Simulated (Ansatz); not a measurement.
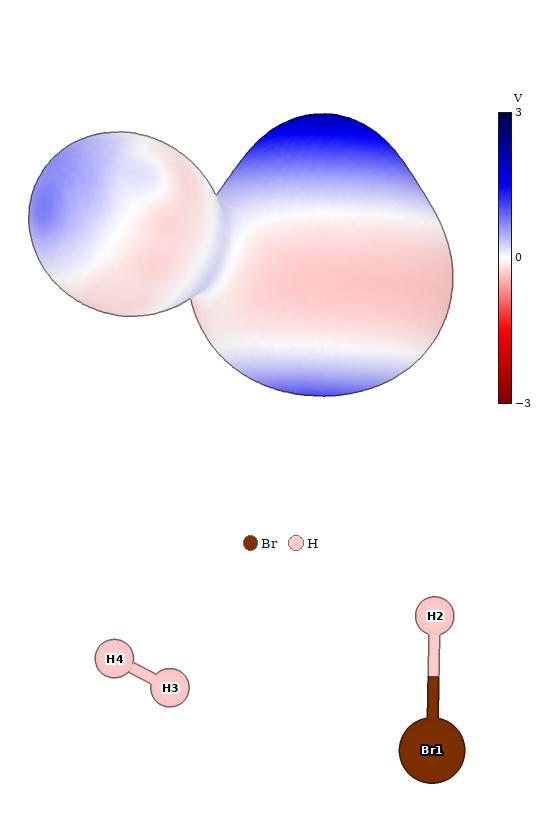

Figure 1: HBr···H$_{2}$ (SMILES Br.[H][H]). The molecular electrostatic potential painted on the density surface at 0.002 e/bohr³, seen at a tilt; red is negative and blue positive. The bare structure is drawn below in the same view.

Geometry: PBE0-D4/def2-TZVP.

Method: RKS PBE0-D4/def2-TZVPPD (Ansatz).

```xyz
4

Br   -0.2638   -0.7185   -1.7660
H     0.2406    0.6070   -1.8508
H    -0.0419   -0.0886    1.4682
H     0.0650    0.2002    2.1485
```

Question: Describe the electrostatic potential map.

Answer: The most negative region (about −0.3 V, or −7 kcal/mol for a unit charge) lies over Br1, the most positive (about +2.1 V, or +48 kcal/mol for a unit charge) over H2. Br1 shows a σ-hole: about +1.0 V, or +23 kcal/mol for a unit charge at the tip opposite its bond, against about −0.2 V on its flanks.
